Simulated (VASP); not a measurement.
Band structure of La3Ga (space group Pm-3m). Level of theory: PBEsol GGA, VASP's PBE PAW potentials (set 64) (plane waves; VASP).

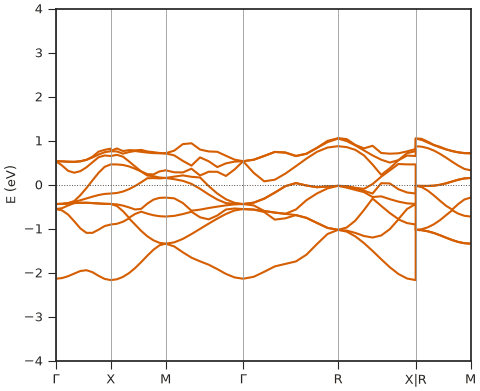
*Bands along high-symmetry lines, zero at the valence-band maximum or, without a gap, the Fermi level*

Problem. Read the plot: is there a gap, and where are the band edges?

Solution. It has no gap at this level: it comes out as a metal or semimetal.

The structure comes from a measured La3Ga entry of the Crystallography Open Database, whose conditions weren't checked. The cell was not relaxed at this level.
